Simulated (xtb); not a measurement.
**C2H6GaO2 (charge −1): geometry relaxation (part 2 of 3)**

C2H6GaO2, charge −1; GFN2-xTB (xtb 6.7.1). The geometry comes from this level: GFN2-xTB.

Geometry of the input (Å):
```
C  -0.2067  1.0774  0.4307
C  -0.2696  -0.3138  1.1034
O  0.4022  -1.2645  0.3452
Ga 0.4427  -0.7096  -1.4238
O  -0.2123  0.9618  -0.9542
H  -1.0700  1.6848  0.7589
H  0.7082  1.5903  0.7712
H  -1.3287  -0.5959  1.2261
H  0.1778  -0.2554  2.1130
H  1.9005  -0.7253  -1.9865
H  -0.5442  -1.4497  -2.3841
```

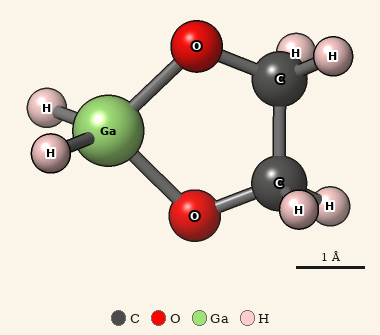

*The starting structure (ball-and-stick view, seen on its broad side). Sticks mark near contacts.*

What the program printed, continued:
```
          ...................................................
          :                      SETUP                      :
          :.................................................:
          :  # basis functions                  32          :
          :  # atomic orbitals                  31          :
          :  # shells                           17          :
          :  # electrons                        30          :
          :  max. iterations                   250          :
          :  Hamiltonian                  GFN2-xTB          :
          :  restarted?                      false          :
          :  GBSA solvation                  false          :
          :  PC potential                    false          :
          :  electronic temp.          300.0000000     K    :
          :  accuracy                    1.0000000          :
          :  -> integral cutoff          0.2500000E+02      :
          :  -> integral neglect         0.1000000E-07      :
          :  -> SCF convergence          0.1000000E-05 Eh   :
          :  -> wf. convergence          0.1000000E-03 e    :
          :  Broyden damping             0.4000000          :
          :  net charge                         -1          :
          :  unpaired electrons                  0          :
          ...................................................

 iter      E             dE          RMSdq      gap      omega  full diag
   1    -17.0621892 -0.170622E+02  0.321E-05    8.17       0.0  T
   2    -17.0621892 -0.667910E-12  0.164E-05    8.17    1840.1  T
   3    -17.0621892 -0.639488E-13  0.716E-06    8.17    4209.2  T

   *** convergence criteria satisfied after 3 iterations ***

         #    Occupation            Energy/Eh            Energy/eV
      -------------------------------------------------------------
         1        2.0000           -0.4996587             -13.5964
       ...           ...                  ...                  ...
         9        2.0000           -0.3289932              -8.9524
        10        2.0000           -0.3102507              -8.4424
        11        2.0000           -0.2560936              -6.9687
        12        2.0000           -0.2458751              -6.6906
        13        2.0000           -0.2295997              -6.2477
        14        2.0000           -0.2250119              -6.1229
        15        2.0000           -0.2227489              -6.0613 (HOMO)
        16                          0.0775146               2.1093 (LUMO)
        17                          0.0877567               2.3880
        18                          0.1243494               3.3837
        19                          0.1815626               4.9406
        20                          0.2134479               5.8082
       ...                                ...                  ...
        31                          1.4265446              38.8183
      -------------------------------------------------------------
                  HL-Gap            0.3002635 Eh            8.1706 eV
             Fermi-level           -0.0726171 Eh           -1.9760 eV

 SCC (total)                   0 d,  0 h,  0 min,  0.003 sec
 SCC setup                      ...        0 min,  0.000 sec (  1.375%)
 Dispersion                     ...        0 min,  0.000 sec (  0.676%)
 classical contributions        ...        0 min,  0.000 sec (  0.282%)
 integral evaluation            ...        0 min,  0.001 sec ( 23.357%)
 iterations                     ...        0 min,  0.001 sec ( 23.822%)
 molecular gradient             ...        0 min,  0.001 sec ( 48.913%)
 printout                       ...        0 min,  0.000 sec (  1.380%)

         :::::::::::::::::::::::::::::::::::::::::::::::::::::
         ::                     SUMMARY                     ::
         :::::::::::::::::::::::::::::::::::::::::::::::::::::
         :: total energy             -16.961220340994 Eh    ::
         :: gradient norm              0.000054089370 Eh/a0 ::
         :: HOMO-LUMO gap              8.170586372363 eV    ::
         ::.................................................::
         :: SCC energy               -17.062184223329 Eh    ::
         :: -> isotropic ES            0.170645509330 Eh    ::
         :: -> anisotropic ES          0.000725527804 Eh    ::
         :: -> anisotropic XC         -0.000458443355 Eh    ::
         :: -> dispersion             -0.007491129552 Eh    ::
         :: repulsion energy           0.100963882334 Eh    ::
         :: add. restraining           0.000000000000 Eh    ::
         :: total charge              -1.000000000000 e     ::
         :::::::::::::::::::::::::::::::::::::::::::::::::::::

           -------------------------------------------------
          |                Numerical Hessian                |
           -------------------------------------------------
step length          :   0.00500
SCC accuracy         :   0.30000
Hessian scale factor :   1.00000
frozen atoms in %    :   0.00000    0
RMS gradient         :   0.00005
estimated CPU  time      0.00 min

writing file <hessian>.

 projected vibrational frequencies (cm⁻¹)
eigval :       -0.00    -0.00    -0.00     0.00     0.00     0.00
eigval :      116.19   140.12   306.64   381.70   384.81   469.05
eigval :      491.31   559.86   634.26   785.56   893.72   905.76
eigval :     1065.07  1087.39  1133.85  1223.62  1233.11  1326.68
eigval :     1339.47  1497.13  1508.12  1583.07  1638.26  2756.26
eigval :     2771.41  2809.72  2819.30
           -------------------------------------------------
          |                Property Printout                |
           -------------------------------------------------

    * Orbital Energies and Occupations

         #    Occupation            Energy/Eh            Energy/eV
      -------------------------------------------------------------
         1        2.0000           -0.4996587             -13.5964
       ...           ...                  ...                  ...
         3        2.0000           -0.4607006             -12.5363
         4        2.0000           -0.4232581             -11.5174
         5        2.0000           -0.3883368             -10.5672
         6        2.0000           -0.3808845             -10.3644
         7        2.0000           -0.3694701             -10.0538
         8        2.0000           -0.3372575              -9.1772
         9        2.0000           -0.3289932              -8.9524
        10        2.0000           -0.3102507              -8.4424
        11        2.0000           -0.2560936              -6.9687
        12        2.0000           -0.2458751              -6.6906
        13        2.0000           -0.2295997              -6.2477
        14        2.0000           -0.2250119              -6.1229
        15        2.0000           -0.2227489              -6.0613 (HOMO)
        16                          0.0775146               2.1093 (LUMO)
        17                          0.0877567               2.3880
        18                          0.1243494               3.3837
        19                          0.1815626               4.9406
        20                          0.2134479               5.8082
        21                          0.2562660               6.9734
        22                          0.2608987               7.0994
        23                          0.2911602               7.9229
        24                          0.3189323               8.6786
        25                          0.3570974               9.7171
        26                          0.3930843              10.6964
       ...                                ...                  ...
        31                          1.4265447              38.8183
      -------------------------------------------------------------
                  HL-Gap            0.3002635 Eh            8.1706 eV
             Fermi-level           -0.0726171 Eh           -1.9760 eV

     #   Z          covCN         q      C6AA      α(0)
     1   6 C        3.885     0.124    18.519     6.118
     2   6 C        3.885     0.124    18.519     6.118
     3   8 O        1.601    -0.415    21.180     6.211
     4  31 Ga       3.732    -0.058   220.334    33.288
     5   8 O        1.601    -0.415    21.181     6.211
     6   1 H        0.922    -0.036     3.757     3.031
     7   1 H        0.923    -0.023     3.485     2.919
     8   1 H        0.923    -0.023     3.484     2.919
     9   1 H        0.922    -0.036     3.757     3.031
    10   1 H        0.902    -0.121     6.372     3.949
    11   1 H        0.902    -0.121     6.372     3.949

 Mol. C6AA /au·bohr⁶  :       1984.515171
 Mol. C8AA /au·bohr⁸  :      80445.496343
 Mol. α(0) /au        :         77.746197

Wiberg/Mayer (AO) data.
largest (>0.10) Wiberg bond orders for each atom

 ---------------------------------------------------------------------------
     #   Z sym  total        # sym  WBO       # sym  WBO       # sym  WBO
 ---------------------------------------------------------------------------
     1   6 C    3.978 --     5 O    1.022     7 H    0.972     6 H    0.968
                             2 C    0.968
     2   6 C    3.978 --     3 O    1.022     8 H    0.972     9 H    0.968
                             1 C    0.968
     3   8 O    2.165 --     2 C    1.022     4 Ga   0.979
     4  31 Ga   3.644 --     3 O    0.979     5 O    0.979    10 H    0.816
                            11 H    0.816
     5   8 O    2.165 --     1 C    1.022     4 Ga   0.979
     6   1 H    0.999 --     1 C    0.968
     7   1 H    0.999 --     1 C    0.972
     8   1 H    0.999 --     2 C    0.972
     9   1 H    0.999 --     2 C    0.968
    10   1 H    0.985 --     4 Ga   0.816
    11   1 H    0.985 --     4 Ga   0.816
 ---------------------------------------------------------------------------

Topologies differ in total number of bonds
Writing topology from bond orders to xtbtopo.mol

molecular dipole:
                 x           y           z       tot (Debye)
 q only:       -0.533       0.854       1.716
   full:       -0.675       1.082       2.174       6.406
molecular quadrupole (traceless):
                xx          xy          yy          xz          yz          zz
 q only:        3.350       2.095      -0.724       1.003      -0.600      -2.626
  q+dip:        6.107       3.583      -1.115       2.100      -1.517      -4.991
   full:        3.922       2.716      -0.396       1.271      -1.211      -3.527

           -------------------------------------------------
          |                Geometry Summary                 |
           -------------------------------------------------

      molecular mass/u    :      131.7909922
   center of mass at/Å    :        0.2123765      -0.3403814      -0.6836926
  moments of inertia/u·Å² :        0.8215654E+02   0.1591641E+03   0.2259042E+03
rotational constants/cm⁻¹ :        0.2051892E+00   0.1059136E+00   0.7462291E-01

 * 9 selected distances

     #   Z          #   Z                                           value/Å
     1   6 C        2   6 C                                       1.5468033
     2   6 C        3   8 O                                       1.3895438
     1   6 C        5   8 O                                       1.3895228
     1   6 C        6   1 H                                       1.1056215
     1   6 C        7   1 H                                       1.1028738
     2   6 C        8   1 H                                       1.1028708 (min)
     2   6 C        9   1 H                                       1.1056141
     4  31 Ga      10   1 H                                       1.5628921 (max)
     4  31 Ga      11   1 H                                       1.5628843

 * 4 distinct bonds (by element types)

   Z      Z             #   av. dist./Å        max./Å        min./Å
   1 H    6 C           4     1.1042450     1.1056215     1.1028708
   6 C    6 C           1     1.5468033     1.5468033     1.5468033
   6 C    8 O           2     1.3895333     1.3895438     1.3895228
   1 H   31 Ga          2     1.5628882     1.5628921     1.5628843

           -------------------------------------------------
          |               Frequency Printout                |
           -------------------------------------------------
 projected vibrational frequencies (cm⁻¹)
eigval :       -0.00    -0.00    -0.00     0.00     0.00     0.00
eigval :      116.19   140.12   306.64   381.70   384.81   469.05
eigval :      491.31   559.86   634.26   785.56   893.72   905.76
eigval :     1065.07  1087.39  1133.85  1223.62  1233.11  1326.68
eigval :     1339.47  1497.13  1508.12  1583.07  1638.26  2756.26
eigval :     2771.41  2809.72  2819.30
 reduced masses (amu)
   1: 23.28   2: 39.43   3: 30.54   4: 41.69   5: 34.94   6: 25.60   7: 14.32   8:  8.61
   9: 34.73  10: 26.44  11:  2.17  12:  7.52  13: 18.21  14:  5.29  15:  8.46  16:  1.94
  17:  5.48  18: 10.15  19: 12.47  20: 10.79  21:  8.77  22:  2.15  23:  2.38  24:  3.38
  25:  2.56  26:  1.81  27:  1.80  28:  2.26  29:  1.44  30:  1.92  31:  1.93  32:  1.51
  33:  1.40
 IR intensities (km·mol⁻¹)
   1:  2.76   2:  6.05   3:  2.39   4:  5.20   5:  4.88   6:  3.99   7:  9.55   8:  0.01
   9: 44.10  10: 85.12  11:  2.05  12:166.94  13: 29.19  14:131.37  15:232.30  16:427.65
  17: 24.49  18: 25.58  19:  9.73  20:159.24  21:102.72  22:  0.04  23:  5.80  24: 35.04
  25: 13.13  26:  4.94  27: 27.17  28:927.55  29:120.90  30: 73.42  31:255.63  32:156.16
  33:228.92
 Raman intensities (Ä⁴*amu⁻¹)
   1:  0.00   2:  0.00   3:  0.00   4:  0.00   5:  0.00   6:  0.00   7:  0.00   8:  0.00
   9:  0.00  10:  0.00  11:  0.00  12:  0.00  13:  0.00  14:  0.00  15:  0.00  16:  0.00
  17:  0.00  18:  0.00  19:  0.00  20:  0.00  21:  0.00  22:  0.00  23:  0.00  24:  0.00
  25:  0.00  26:  0.00  27:  0.00  28:  0.00  29:  0.00  30:  0.00  31:  0.00  32:  0.00
  33:  0.00
 output can be read by thermo (or use thermo option).
Molecule has the following symmetry elements: (C2)
It seems to be the C2 point group
 writing <g98.out> molden fake output.
 recommended (thermochemical) frequency scaling factor: 1.0
           -------------------------------------------------
          |             Thermodynamic Functions             |
           -------------------------------------------------

c2  symmetry found (for desy threshold:  0.10E+00) used in thermo

          ...................................................
          :                      SETUP                      :
          :.................................................:
          :  # frequencies                          27      :
          :  # imaginary freq.                       0      :
          :  linear?                             false      :
          :  only rotor calc.                    false      :
          :  symmetry                               c2      :
          :  rotational number                       2      :
          :  scaling factor                  1.0000000      :
          :  rotor cutoff                   50.0000000 cm⁻¹ :
          :  imag. cutoff                  -20.0000000 cm⁻¹ :
          :.................................................:

    mode    ω/cm⁻¹     T·S(HO)/kcal·mol⁻¹    T·S(FR)/kcal·mol⁻¹   T·S(vib)
   ------------------------------------------------------------------------
       1    116.19    -0.94296 ( 96.68%)    -0.80647 (  3.32%)    -0.93843
       2    140.12    -0.83550 ( 98.40%)    -0.75106 (  1.60%)    -0.83415
   ------------------------------------------------------------------------

   temp. (K)  partition function   enthalpy   heat capacity  entropy
                                   cal/mol     cal/K/mol   cal/K/mol   J/K/mol
 298.15  VIB   12.9                 2237.614     16.564     12.569
         ROT  0.656E+05              888.752      2.981     25.024
         INT  0.847E+06             3126.366     19.545     37.592
         TR   0.146E+28             1481.254      4.968     40.522
         TOT                        4607.6198    24.5129    78.1146   326.8317

       T/K    H(0)-H(T)+PV         H(T)/Eh          T*S/Eh         G(T)/Eh
   ------------------------------------------------------------------------
    298.15    0.734271E-02    0.799284E-01    0.371148E-01    0.428136E-01
   ------------------------------------------------------------------------

         :::::::::::::::::::::::::::::::::::::::::::::::::::::
         ::                  THERMODYNAMIC                  ::
         :::::::::::::::::::::::::::::::::::::::::::::::::::::
         :: total free energy         -16.918406714893 Eh   ::
         ::.................................................::
         :: total energy              -16.961220340994 Eh   ::
         :: zero point energy           0.072585704635 Eh   ::
         :: G(RRHO) w/o ZPVE           -0.029772078534 Eh   ::
         :: G(RRHO) contrib.            0.042813626102 Eh   ::
         :::::::::::::::::::::::::::::::::::::::::::::::::::::

optimized geometry written to: xtbopt.xyz

           -------------------------------------------------
          | TOTAL ENERGY              -16.961220340994 Eh   |
          | TOTAL ENTHALPY            -16.881291926761 Eh   |
          | TOTAL FREE ENERGY         -16.918406714893 Eh   |
          | GRADIENT NORM               0.000054095113 Eh/α |
          | HOMO-LUMO GAP               8.170586716798 eV   |
           -------------------------------------------------

------------------------------------------------------------------------
------------------------------------------------------------------------
 total:
 *  cpu-time:     0 d,  0 h,  0 min,  0.227 sec
 * ratio c/w:     1.000 speedup
 SCF:
 *  cpu-time:     0 d,  0 h,  0 min,  0.004 sec
 * ratio c/w:     0.998 speedup
 ANC optimizer:
 *  cpu-time:     0 d,  0 h,  0 min,  0.018 sec
 * ratio c/w:     1.000 speedup
 analytical hessian:
 *  cpu-time:     0 d,  0 h,  0 min,  0.199 sec
 * ratio c/w:     1.000 speedup
```

File vibspectrum:
```
$vibrational spectrum
#  mode     symmetry     wave number   IR intensity    selection rules
#                         cm**(-1)      (km*mol⁻¹)        IR
     1                      -0.00         0.00000          -
     2                      -0.00         0.00000          -
     3                      -0.00         0.00000          -
     4                       0.00         0.00000          -
     5                       0.00         0.00000          -
     6                       0.00         0.00000          -
     7        a            116.19         9.54938         YES
     8        a            140.12         0.01062         YES
     9        a            306.64        44.09617         YES
    10        a            381.70        85.11775         YES
    11        a            384.81         2.05323         YES
    12        a            469.05       166.94488         YES
    13        a            491.31        29.18779         YES
    14        a            559.86       131.37264         YES
    15        a            634.26       232.29931         YES
    16        a            785.56       427.64678         YES
    17        a            893.72        24.48696         YES
    18        a            905.76        25.58249         YES
    19        a           1065.07         9.73321         YES
    20        a           1087.39       159.23827         YES
    21        a           1133.85       102.71805         YES
    22        a           1223.62         0.03652         YES
    23        a           1233.11         5.80065         YES
    24        a           1326.68        35.04074         YES
    25        a           1339.47        13.13100         YES
    26        a           1497.13         4.93944         YES
    27        a           1508.12        27.16511         YES
    28        a           1583.07       927.55149         YES
    29        a           1638.26       120.90500         YES
    30        a           2756.26        73.41991         YES
    31        a           2771.41       255.63189         YES
    32        a           2809.72       156.15650         YES
    33        a           2819.30       228.91857         YES
$end
```

Standard error:
```
normal termination of xtb
```
